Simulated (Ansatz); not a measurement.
## Single-point calculation, with input and output: CH$_{4}$SSi

- system: CH$_{4}$SSi, SMILES C[SiH]=S
- method: RKS r2SCAN-D4/def2-TZVPP (Ansatz 0.2.0)

The geometry is a randomly displaced structure. Figures and captions count atoms from 1; the log counts them from 0 in places.

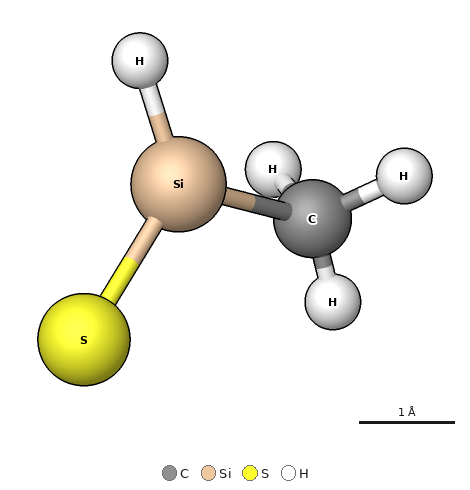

The structure as given in the input (ball-and-stick view, seen at a tilt). Bond lengths as drawn: C–H 0.93 to 1.14 Å, C–Si 2.01 Å, H–Si 1.38 Å and S–Si 2.05 Å.

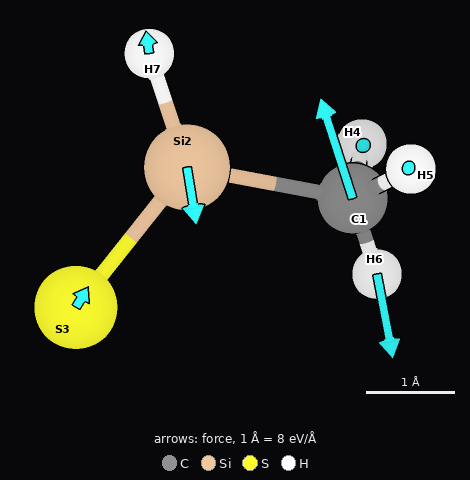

Forces on the atoms as teal arrows (ball-and-stick view, seen at a tilt; atoms are numbered from 1 in the order of the input). The largest act on C1 (10.15 eV/Å); H6 (8.28 eV/Å); Si2 (5.70 eV/Å). The geometry is not a stationary point of this energy.

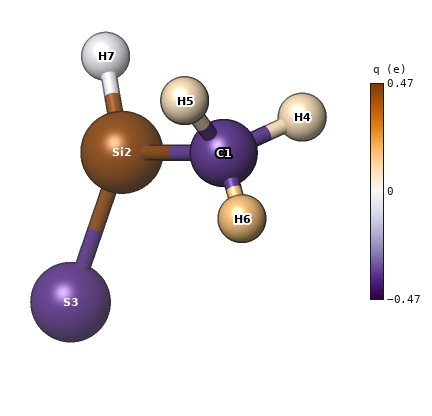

Mulliken charges, as the colour of each atom (ball-and-stick view, seen at a tilt; atoms are numbered from 1 in the order of the input). By element: C −0.35, Si +0.45, S −0.38 and H −0.04 to +0.16 e.

The input and output of the run follow.

### Input
```yaml
crystal:
  periodic: [false, false, false]
  atoms:
    - {symbol: C, position_ang: [-0.693700, 0.489600, -0.301500]}
    - {symbol: Si, position_ang: [0.939100, -0.494400, 0.346000]}
    - {symbol: S, position_ang: [1.381100, -2.254400, -0.609100]}
    - {symbol: H, position_ang: [-1.385200, 0.460300, 0.601000]}
    - {symbol: H, position_ang: [-0.361900, 1.532800, -0.588000]}
    - {symbol: H, position_ang: [-1.177800, 0.174700, -1.036000]}
    - {symbol: H, position_ang: [1.553500, -0.097200, 1.520400]}
basis:
  gaussian: {orbitals: def2-TZVPP}
hamiltonian: {xc: r2scan, dispersion: d4}
output: {forces: true}
```

Run as:
```bash
ansatz run in.yaml --threads 4 --pin off --events-out ev --progress --plain --max-ram 5222MiB
```

### What the program printed
```
Functional definition: r2SCAN
  name "r2SCAN"
  cite "Furness, Kaplan, Ning, Perdew & Sun, J. Phys. Chem. Lett. 11, 8208 (2020) doi:10.1021/acs.jpclett.0c02405"
  cite "Furness, Kaplan, Ning, Perdew & Sun, J. Phys. Chem. Lett. 11, 9248 (2020) doi:10.1021/acs.jpclett.0c03077"
  parent r2scan
  parameter k0 = 0.174
  parameter k1 = 0.065
  parameter a1 = 4.9479
  exchange = r2scan_x(k0 = k0, k1 = k1, a1 = a1)
  correlation = r2scan_c
988 factors; their error is unknown
mean field evaluation 1: about -19805.1033 eV, gradient 5.9e1 eV
mean field evaluation 2: about -19792.8433 eV, gradient 8.2e1 eV
mean field evaluation 4: about -19812.8037 eV, gradient 1.4e1 eV
mean field evaluation 8: about -19813.4236 eV, gradient 1.9e-1 eV
mean field evaluation 16: about -19813.3976 eV, gradient 3.2e-4 eV
mean field -19813.39756020 eV, -728.1289303341 hartree, gradient 2.4e-5 eV, S^2 0.000000; 0 other end points of the search recorded, 0 dependent functions left out
the calculation of the forces begins
reference -19813.39757105 eV, -728.1289307330 hartree; 20, 20 occupied and 151, 151 virtual orbitals, 988 factors
Total energy: -19813.43008841 eV, -728.1301257237 hartree
Atom 0 at    -0.693700     0.489600    -0.301500 Å, force     5.300263     3.450256     7.936794 eV/Å
Atom 1 at     0.939100    -0.494400     0.346000 Å, force    -2.543975    -2.631927    -4.372906 eV/Å
Atom 2 at     1.381100    -2.254400    -0.609100 Å, force    -0.170479     1.970043     1.207404 eV/Å
Atom 3 at    -1.385200     0.460300     0.601000 Å, force     0.782502     0.604308    -0.926714 eV/Å
Atom 4 at    -0.361900     1.532800    -0.588000 Å, force    -0.533016    -0.773622     0.844220 eV/Å
Atom 5 at    -1.177800     0.174700    -1.036000 Å, force    -3.673694    -3.597937    -6.495307 eV/Å
Atom 6 at     1.553500    -0.097200     1.520400 Å, force     0.838399     0.978881     1.806509 eV/Å
Dipole moment:    -0.269619     0.711609     0.302575 e Å
```

### Key numbers

```json
{"quantity": "outcome", "value": "converged"}
{"quantity": "total energy", "value": "−19813.4301 eV"}
{"quantity": "mean-field energy", "value": "−19813.3976 eV"}
{"quantity": "dispersion energy", "value": "−0.0325 eV"}
{"quantity": "SCF solution under orbital rotations", "value": "stable"}
{"quantity": "largest force (length of the vector)", "value": "10.148 eV/Å"}
{"quantity": "dipole moment", "value": "3.93 D"}
{"quantity": "hardware", "value": "4 CPU threads, shared host"}
{"quantity": "wall time", "value": "1.1 s (CPU time 3.3 s)"}
{"quantity": "peak memory", "value": "0.21 GiB"}
```
